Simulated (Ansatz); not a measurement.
**Run report: GeH3OF2, frequency calculation**

System: GeH3OF2, multiplicity 2.
Method: UKS revPBE-D4/def2-SVP (Ansatz 0.2.0).

It belongs to a series of runs on one base structure; here: vibrations at the highest image of the band. Figures and captions count atoms from 1; the log counts them from 0 in places.

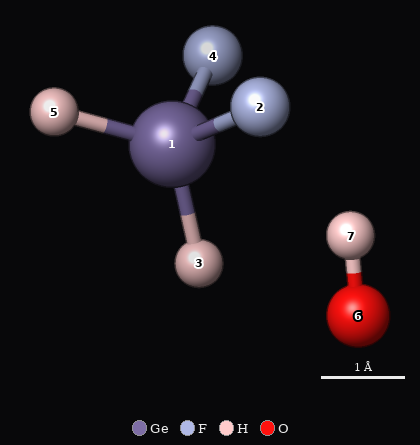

**Figure 1.** The input geometry (ball-and-stick view, seen at a tilt; atoms are numbered from 1 in the order of the input). Sticks mark near contacts. Bond lengths as drawn: F–Ge 1.75 to 1.78 Å, Ge–H 1.54 Å and H–O 0.99 Å.

Input file:
```yaml
crystal:
  periodic: [false, false, false]
  atoms:
    - { symbol: Ge, position_ang: [-0.103583, -0.152219, 0.155181] }
    - { symbol: F, position_ang: [-1.263812, -0.239008, 1.496901] }
    - { symbol: H, position_ang: [1.308496, 0.014361, 0.742738] }
    - { symbol: F, position_ang: [-0.539786, 1.33148, -0.672739] }
    - { symbol: H, position_ang: [-0.434614, -1.339248, -0.776456] }
    - { symbol: O, position_ang: [0.693034, -0.173322, 3.503242] }
    - { symbol: H, position_ang: [-0.233834, -0.137045, 3.146433] }
magnetization:
  spin_polarized: true
  initial_magnetization: 1
basis:
  gaussian: { orbitals: def2-SVP }
hamiltonian:
  xc: revpbe
  dispersion: d4
phonons: {}
```

Run on 4 threads of Arm Neoverse V2, 24 GiB of memory available, shared host.

Command:
```bash
ansatz run input.yaml --threads 4 --pin off --max-ram 5120MiB --backend cpu --events-out ev --progress --plain --runs-dir out
```

Log:
```
Engine: ansatz 0.2.0, aarch64-unknown-linux-gnu
Functional definition: revPBE
  parameter kappa = 1.245
  parameter beta = 0.06672455060314922
  exchange = pbe_x(kappa = kappa, mu = beta*pi^2/3)
  correlation = pbe_c(beta = beta)
964 factors; their error is unknown
mean field evaluation 1: about -64017.5790 eV, gradient 4.8e1 eV
mean field evaluation 2: about -63766.8041 eV, gradient 1.5e2 eV
mean field evaluation 4: about -64025.5159 eV, gradient 2.1e1 eV
mean field evaluation 8: about -64027.0824 eV, gradient 4.5e-1 eV
mean field evaluation 16: about -64027.0244 eV, gradient 3.0e-2 eV
mean field evaluation 32: about -64027.0853 eV, gradient 1.4e-5 eV
mean field -64027.08534364 eV, -2352.9519872617 hartree, gradient 6.0e-8 eV, S^2 0.751825; 3 other end points of the search recorded, 0 dependent functions left out
the calculation of the forces begins
reference -64027.08538000 eV, -2352.9519885978 hartree; 31, 30 occupied and 58, 59 virtual orbitals, 964 factors
these checks for a lower state are left out or cut short: stability, starts, cluster_reference, orbital_swaps, neighbouring_geometries, increment
964 factors; their error is unknown
mean field -64027.08525490 eV, -2352.9519840005 hartree, gradient 3.4e-6 eV, S^2 0.751826; 0 other end points of the search recorded, 0 dependent functions left out
[... from here on the field's lines of each further geometry are left out, up to the last ...]
the calculation of the forces begins
reference -64027.08539993 eV, -2352.9519893303 hartree; 31, 30 occupied and 58, 59 virtual orbitals, 964 factors
these checks for a lower state are left out or cut short: stability, starts, cluster_reference, orbital_swaps, neighbouring_geometries, increment
964 factors; their error is unknown
mean field -64027.08528592 eV, -2352.9519851405 hartree, gradient 2.1e-6 eV, S^2 0.751827; 0 other end points of the search recorded, 0 dependent functions left out
the calculation of the forces begins
reference -64027.08532227 eV, -2352.9519864764 hartree; 31, 30 occupied and 58, 59 virtual orbitals, 964 factors
WARN: phonons: modes at or below zero, which the zero-point energy, F, S and C_V leave out: 1, the lowest at -44.28 cm⁻¹. A minimum has none, and a first-order saddle one
Total energy: -64027.35193996 eV, -2352.9617844956 hartree
Atom 0 at    -0.103583    -0.152219     0.155181 Å, force     0.000132     0.000267    -0.000162 eV/Å
Atom 1 at    -1.263812    -0.239008     1.496901 Å, force     0.000080     0.000029     0.000146 eV/Å
Atom 2 at     1.308496     0.014361     0.742738 Å, force    -0.000093    -0.000061     0.000001 eV/Å
Atom 3 at    -0.539786     1.331480    -0.672739 Å, force    -0.000029    -0.000200     0.000043 eV/Å
Atom 4 at    -0.434614    -1.339248    -0.776456 Å, force     0.000017     0.000021     0.000079 eV/Å
Atom 5 at     0.693034    -0.173322     3.503242 Å, force     0.000334    -0.000073     0.000064 eV/Å
Atom 6 at    -0.233834    -0.137045     3.146433 Å, force    -0.000442     0.000016    -0.000171 eV/Å
Dipole moment:     0.095196    -0.312133    -0.302125 e Å
Vibrations: -44.28 95.54 167.90 238.12 325.46 465.90 572.07 603.03 656.61 699.95 776.70 820.03 2119.89 2166.06 3506.91 cm⁻¹, zero-point energy 0.819175 eV
```

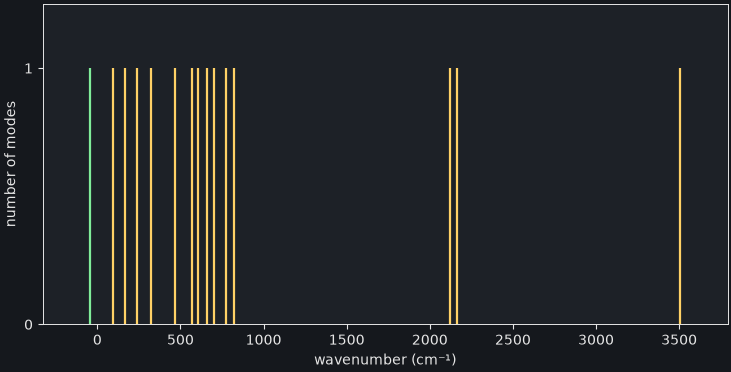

**Figure 2.** Harmonic vibrational wavenumbers from the force constants; neighbouring modes closer than 16 cm⁻¹ are counted in one stick, and imaginary ones are drawn at negative wavenumbers. 15 modes from 44i to 3507 cm⁻¹, 1 imaginary beyond 8i (44i cm⁻¹): not a clean minimum; so soft a mode can be a shallow saddle, an incomplete relaxation or noise of the force constants.

Summary:

| quantity | value |
| --- | --- |
| outcome | converged |
| total energy | −64027.3519 eV |
| mean-field energy | −64027.0854 eV |
| ⟨S²⟩ | 0.752 |
| largest force (length of the vector) | under 0.001 eV/Å |
| wall time | 26 s (CPU time 96 s) |
| peak memory | 0.2 GiB |
